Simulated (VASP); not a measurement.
Data:

```yaml
crystal:
  lattice:
    - [1.49797, -2.59455, 0.00000]
    - [1.49797, 2.59455, 0.00000]
    - [0.00000, 0.00000, 3.16326]
  atoms:
    - { symbol: Ti, position: [0.00000, 0.00000, 0.00000] }
    - { symbol: B, position: [0.33333, 0.66667, 0.50000] }
    - { symbol: B, position: [0.66667, 0.33333, 0.50000] }
```

Calculation: LDA (Ceperley-Alder, Perdew-Zunger), VASP's LDA PAW potentials (set 64) (plane waves; VASP). Numerical set-up: 520 eV cut-off, 13×13×11 Γ-centred mesh, tetrahedra with Blöchl corrections, potentials Ti_sv B.

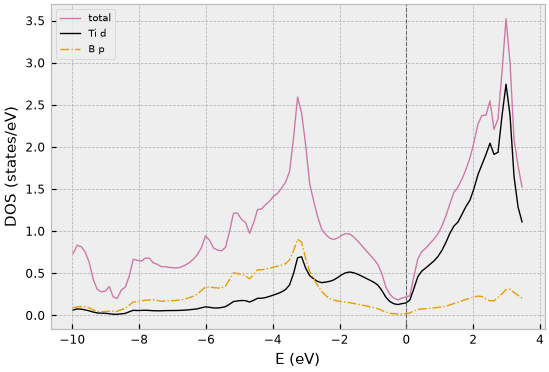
Figure: Total and projected density of states, zero at the Fermi level

Within 2 eV below the Fermi level the largest weight inside VASP's projection spheres is Ti d, then B p.

It has no gap at this level: it comes out as a metal or semimetal.

The compound is TiB2 in the AlB2 type structure. It was relaxed first.
